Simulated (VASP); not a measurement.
Band structure of RbCl (rock salt). These are optB88-vdW, VASP's PBE PAW potentials (set 64) (plane waves; VASP) values and carry that method's errors.

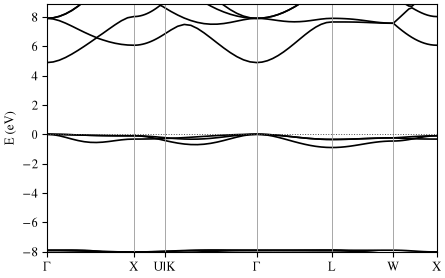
Bands along high-symmetry lines, zero at the valence-band maximum or, without a gap, the Fermi level

### Question
Read the plot: is there a gap, and where are the band edges?

### Answer
The gap is direct, 4.89 eV, from the valence maximum at Γ to the conduction minimum at Γ. (Edges off the drawn lines would not show.)

Measured: gap 8.50 eV (computed value off by -3.61 eV), as given by Aguado et al., (1998), arXiv:cond-mat/9809176.

The compound is RbCl in the rock salt structure. It was relaxed first.
